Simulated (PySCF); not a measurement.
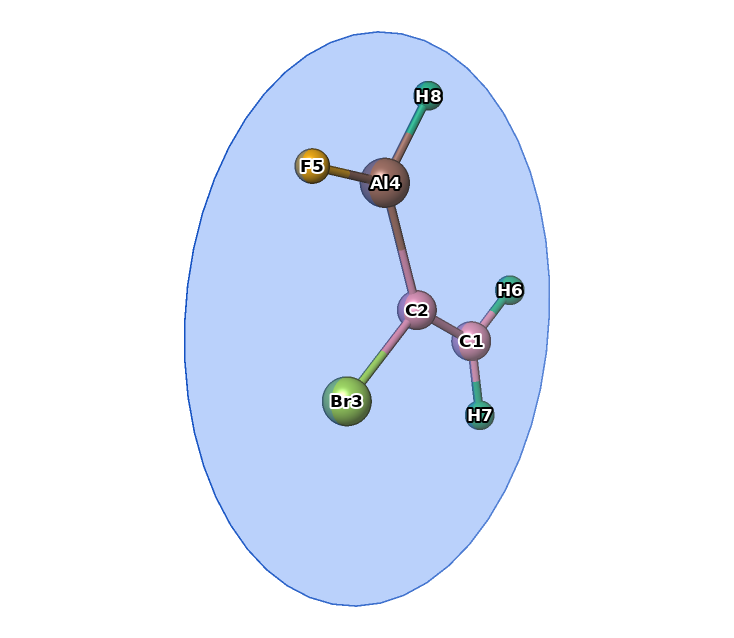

A disc through the centre of mass is drawn in. Distant atoms are faded towards the background colour. Computed geometry: GFN2-xTB optimisation. No frequency run is at hand to confirm it as a minimum.

Q: Is the plane of the disc a mirror plane of the structure?

A: Yes. The reflection leaves C1, C2, Br3, Al4, F5, H6, H7, H8 in place. The point group is Cs.
